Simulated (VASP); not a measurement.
Band structure of YGe (space group Cmcm). All values below come from LDA (Ceperley-Alder, Perdew-Zunger), VASP's LDA PAW potentials (set 64) (plane waves; VASP).

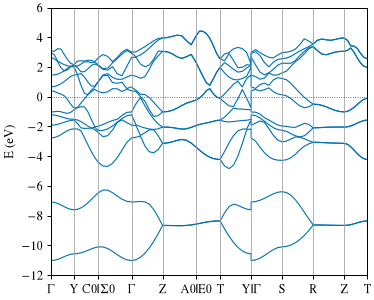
Figure: Bands along high-symmetry lines, zero at the valence-band maximum or, without a gap, the Fermi level

Question: Read the plot: is there a gap, and where are the band edges?

Answer: It has no gap at this level: it comes out as a metal or semimetal. (Edges off the drawn lines would not show.)

The structure comes from a computed database's YGe entry (Cmcm); how it stands against other phases isn't given here. It was relaxed first, which changed the volume by -6 %.
